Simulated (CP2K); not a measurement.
# GeO (SMILES [O]=[Ge]): PBE/DZVP-MOLOPT-SR-GTH (core potential)

What is the energy change on altering one bond length of GeO at PBE/DZVP-MOLOPT-SR-GTH (core potential)? 

The calculation is run with CP2K 2026.2.

8 further runs of the same task are left out: 6 that didn't finish, 2 set aside as unsound or not needed.

## Step 1: The structure to begin with

The species is GeO (2 atoms), meant as a singlet with charge 0. SMILES: `[O]=[Ge]`. Geometry: relaxed at PBE0-D4/def2-TZVP.

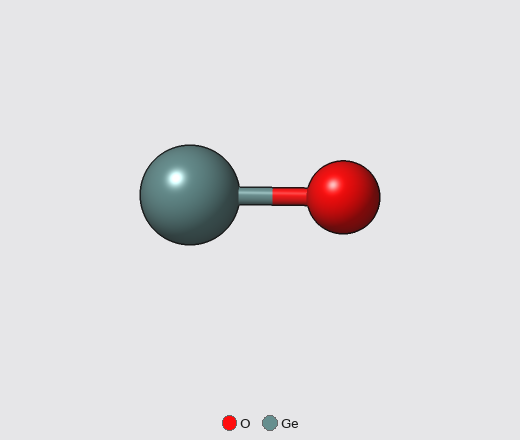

The structure, seen from a chosen angle (oxygen red, germanium teal).

## Step 2: A single-point energy at PBE/DZVP-MOLOPT-SR-GTH (core potential)

Contents of mol.inp:

```
&global
  project_name mol
  run_type ENERGY
  print_level MEDIUM
&end global

&force_eval
  method QS
  &dft
    basis_set_file_name BASIS_MOLOPT
    potential_file_name GTH_POTENTIALS
    charge 0
    multiplicity 1
    &qs
      method GPW
      eps_default 1.0E-10
    &end qs
    &mgrid
      cutoff 400
      rel_cutoff 50
      ngrids 4
    &end mgrid
    &poisson
      periodic NONE
      poisson_solver MULTIPOLE
    &end poisson
    &scf
      scf_guess ATOMIC
      eps_scf 1.0E-06
      max_scf 30
      &ot ON
        minimizer DIIS
        preconditioner FULL_ALL
      &end ot
      &outer_scf
        eps_scf 1.0E-06
        max_scf 8
      &end outer_scf
    &end scf
    &xc
      &xc_functional PBE
      &end xc_functional
    &end xc
    &print
      &moments
        periodic F
        reference COM
        max_moment 1
      &end moments
      &mo_cubes
        nlumo 1
        nhomo -1
        write_cube F
      &end mo_cubes
      &hirshfeld OFF
      &end hirshfeld
    &end print
  &end dft
  &subsys
    &cell
      abc [angstrom] 7 7 8.6
      periodic NONE
    &end cell
    &coord
      O      3.500000     3.500000     3.488715
      Ge     3.500000     3.500000     5.111285
    &end coord
    &kind O
      basis_set DZVP-MOLOPT-SR-GTH-q6
      potential GTH-PBE-q6
    &end kind
    &kind Ge
      basis_set DZVP-MOLOPT-SR-GTH-q4
      potential GTH-PBE-q4
    &end kind
  &end subsys
&end force_eval
```

Run with:

```sh
$ OMP_NUM_THREADS=1 cp2k.psmp mol.inp > mol.out
```

What it wrote:

```text
CP2K| version string:                                       CP2K version 2026.2
[...]
 GLOBAL| Method name                                                        CP2K
[...]
 GLOBAL| Run type                                                         ENERGY
[...]
 DFT| Spin restricted Kohn-Sham (RKS) calculation                            RKS
 DFT| Multiplicity                                                             1
[...]
 DFT| Charge                                                                   0
[...]
 FUNCTIONAL| PBE:
 QS| Method:                                                                 GPW
[...]
 QS| Density cutoff [a.u.]:                                                200.0
[...]
 QS| Relative density cutoff [a.u.]:                                        25.0
[...]
                             - Atoms:                                          2
[...]
                             - Spherical basis functions:                     26
[...]
 Number of electrons:                                                         10
[...]
     1 OT DIIS     0.15E+00    0.6     0.24964399       -19.1151968929 -1.91E+01
[...]
    21 OT DIIS     0.15E+00    0.6     0.00000039       -19.9067502762 -8.14E-12
  *** SCF run converged in    21 steps ***
[...]
  Overlap energy of the core charge distribution:               0.00000180833391
  Self energy of the core charge distribution:                -49.88457127970637
  Core Hamiltonian energy:                                     13.60966940280581
  Hartree energy:                                              20.92351348656890
  Exchange-correlation energy:                                 -4.55536369419958
  Total energy:                                               -19.90675027619733
[...]
                     Mulliken Population Analysis
 #  Atom  Element  Kind  Atomic population                           Net charge
       1     O        1          6.519714                             -0.519714
       2     Ge       2          3.480286                              0.519714
 # Total charge                             10.000000                 -0.000000
[...]
  Dipole moment [Debye]
    X=  0.1087602E-05 Y=  0.1352646E-07 Z=  0.3234204E+01  Total=      3.2342039
[...]
 HOMO - LUMO gap [eV] :    4.488853
 ENERGY| Total FORCE_EVAL ( QS ) energy [hartree]            -19.906750276197332
[...]
```

Wall time 13 s (1 thread of Arm Neoverse V1, shared host); peak memory 0.44 GiB.

## Step 3: The distorted shape at the same level

Contents of molecule.xyz:

```xyz
2

O      0.000000     0.000000    -1.970170
Ge     0.000000     0.000000     1.599530
```

Contents of gas.inp:

```
&FORCE_EVAL
   METHOD QUICKSTEP
   &DFT
      BASIS_SET_FILE_NAME BASIS_MOLOPT
      POTENTIAL_FILE_NAME GTH_POTENTIALS
      &QS
         METHOD GPW
         EPS_DEFAULT 1.0E-10
      &END QS
      &MGRID
         CUTOFF 400
         REL_CUTOFF 50
         NGRIDS 4
      &END MGRID
      &POISSON
         PERIODIC NONE
         POISSON_SOLVER MULTIPOLE
      &END POISSON
      &SCF
         SCF_GUESS ATOMIC
         EPS_SCF 1.0E-06
         MAX_SCF 150
         ADDED_MOS 3
         &DIAGONALIZATION
            ALGORITHM STANDARD
         &END DIAGONALIZATION
         &MIXING
            METHOD BROYDEN_MIXING
            ALPHA 0.2
            NBUFFER 8
         &END MIXING
      &END SCF
      &XC
         &XC_FUNCTIONAL PBE
         &END XC_FUNCTIONAL
      &END XC
      &PRINT
         &MOMENTS
            PERIODIC F
            REFERENCE COM
            MAX_MOMENT 1
         &END MOMENTS
         &MO ON
            ENERGIES T
            OCCUPATION_NUMBERS T
            NDIGITS 6
            &EACH
               QS_SCF 0
            &END EACH
            ADD_LAST NUMERIC
         &END MO
         &HIRSHFELD OFF
         &END HIRSHFELD
      &END PRINT
   &END DFT
   &SUBSYS
      &CELL
         ABC 7 7 10.6
         PERIODIC NONE
      &END CELL
      &TOPOLOGY
         COORD_FILE_NAME molecule.xyz
         COORD_FILE_FORMAT XYZ
         &CENTER_COORDINATES
         &END CENTER_COORDINATES
      &END TOPOLOGY
      &KIND O
         BASIS_SET DZVP-MOLOPT-SR-GTH-q6
         POTENTIAL GTH-PBE-q6
      &END KIND
      &KIND Ge
         BASIS_SET DZVP-MOLOPT-SR-GTH-q4
         POTENTIAL GTH-PBE-q4
      &END KIND
   &END SUBSYS
&END FORCE_EVAL

&GLOBAL
   PROJECT_NAME gas
   RUN_TYPE ENERGY
   PRINT_LEVEL MEDIUM
&END GLOBAL
```

Run with:

```sh
$ OMP_NUM_THREADS=1 cp2k.psmp -i gas.inp > gas.out 2>&1
```

What it wrote:

```text
CP2K| version string:                                       CP2K version 2026.2
[...]
 GLOBAL| Method name                                                        CP2K
[...]
 GLOBAL| Run type                                                         ENERGY
[...]
 DFT| Spin restricted Kohn-Sham (RKS) calculation                            RKS
 DFT| Multiplicity                                                             1
[...]
 DFT| Charge                                                                   0
[...]
 FUNCTIONAL| PBE:
 QS| Method:                                                                 GPW
[...]
 QS| Density cutoff [a.u.]:                                                200.0
[...]
 QS| Relative density cutoff [a.u.]:                                        25.0
[...]
                             - Atoms:                                          2
[...]
                             - Spherical basis functions:                     26
[...]
 Number of electrons:                                                         10
[...]
     1 NoMix/Diag. 0.20E+00    0.6     0.67683008       -19.5410197031 -1.95E+01
[...]
    55 Broy./Diag. 0.20E+00    0.8     0.00000068       -19.6204805151 -1.06E-05
  *** SCF run converged in    55 steps ***
[...]
  Overlap energy of the core charge distribution:               0.00000000000000
  Self energy of the core charge distribution:                -49.88457127970637
  Core Hamiltonian energy:                                     13.19836162348864
  Hartree energy:                                              21.37757328916581
  Exchange-correlation energy:                                 -4.31184414799917
  Total energy:                                               -19.62048051505110
[...]
                     Mulliken Population Analysis
 #  Atom  Element  Kind  Atomic population                           Net charge
       1     O        1          6.392651                             -0.392651
       2     Ge       2          3.607349                              0.392651
 # Total charge                             10.000000                 -0.000000
[...]
  Dipole moment [Debye]
    X= -0.5506233E-11 Y= -0.5503051E-11 Z=  0.6705191E+01  Total=      6.7051907
 ENERGY| Total FORCE_EVAL ( QS ) energy [hartree]            -19.620480515051096
[...]
```

It took 39 s on 1 thread of Arm Neoverse V1, shared host; peak memory 0.82 GiB.

## Step 4: Outcome

At PBE/DZVP-MOLOPT-SR-GTH (core potential):

| quantity | value |
| --- | --- |
| first shape: total energy | -19.90675 Eh |
| first shape: dipole moment | 3.23 D |
| first shape: HOMO energy | -6.92 eV |
| first shape: LUMO energy | -2.43 eV |
| first shape: HOMO–LUMO gap | 4.49 eV |
| distorted shape: total energy | -19.62048 Eh |
| distorted shape: dipole moment | 6.71 D |
| distorted shape: HOMO energy | -5.05 eV |
| distorted shape: LUMO energy | -4.85 eV |
| distorted shape: HOMO–LUMO gap | 0.20 eV |
| energy change with the O1–Ge2 bond stretched from 1.623 to 3.570 Å | 7.790 eV |

**Reading.** One bond (distorted shape) is far stretched, which a spin-restricted single reference describes badly; a broken-symmetry solution may lie lower. With the O1–Ge2 bond stretched from 1.623 to 3.570 Å the energy rises by 7.79 eV (752 kJ/mol). The first shape isn't relaxed at this level, so the change isn't measured from a minimum. A restricted reference can't describe the breaking bond well at this length.
